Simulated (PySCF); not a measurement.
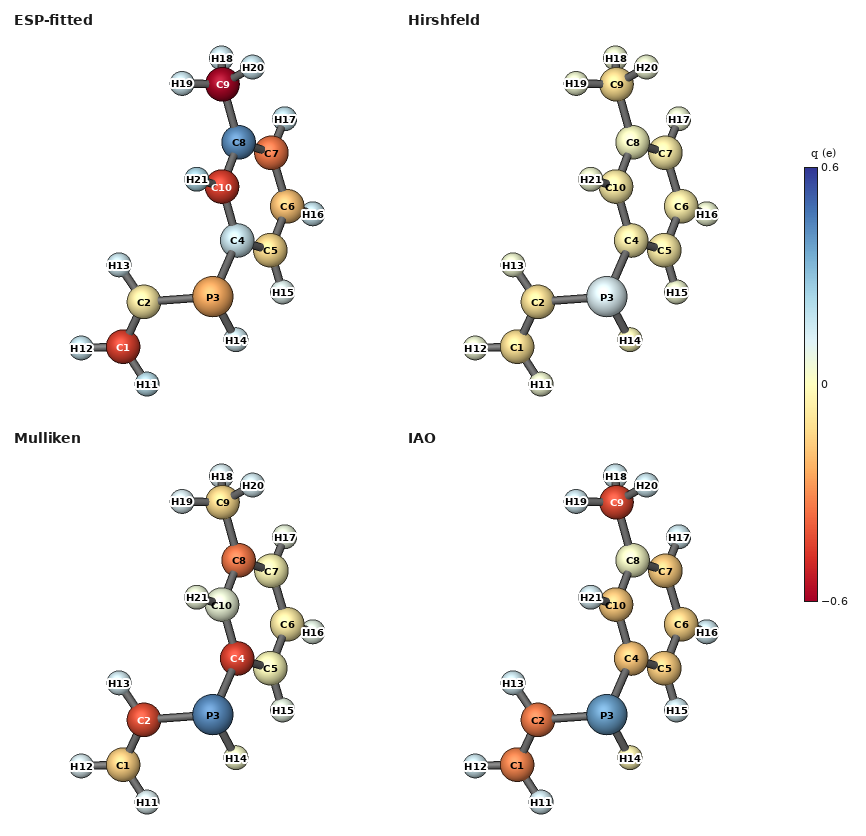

Atomic charges of one calculation by 4 schemes, on one colour scale. The geometry was computed by an optimisation with GFN2-xTB. No frequency run is at hand to confirm it as a minimum. Computed with PBE0/pcSseg-1 (PySCF 2.14.0).

### Which scheme gives the most polar picture (largest mean size of the charges)?

The ESP-fitted charges are the largest in size here, and the Hirshfeld charges the smallest.

### On which atom do the schemes disagree most?

On C8 (from −0.33 to 0.42 e).

List the charges (e), one line for each set of equivalent atoms.

```csv
atom,ESP-fitted,Hirshfeld,Mulliken,IAO
C1,−0.44,−0.10,−0.15,−0.31
C2,−0.06,−0.10,−0.41,−0.32
P3,−0.24,0.12,0.43,0.39
C4,0.16,−0.05,−0.44,−0.18
C5,−0.12,−0.06,−0.01,−0.16
C6,−0.18,−0.05,−0.06,−0.14
C7,−0.33,−0.05,−0.02,−0.16
C8,0.42,0.01,−0.33,0.02
C9,−0.58,−0.11,−0.13,−0.43
C10,−0.45,−0.06,0.06,−0.16
H11,0.20,0.04,0.11,0.14
H12,0.17,0.05,0.12,0.15
H13,0.16,0.04,0.14,0.15
H14,0.15,−0.01,0.02,−0.03
H15,0.10,0.04,0.08,0.15
H16,0.17,0.05,0.09,0.15
H17,0.18,0.05,0.07,0.15
H18,0.15,0.05,0.12,0.15
H19,0.16,0.05,0.12,0.15
H20,0.17,0.05,0.14,0.16
H21,0.23,0.04,0.06,0.14
```

The geometry is semi-empirical. Around P such bond lengths and angles can be off by a tenth of an ångström or more and by several degrees, and values that hang on the shape move with them.
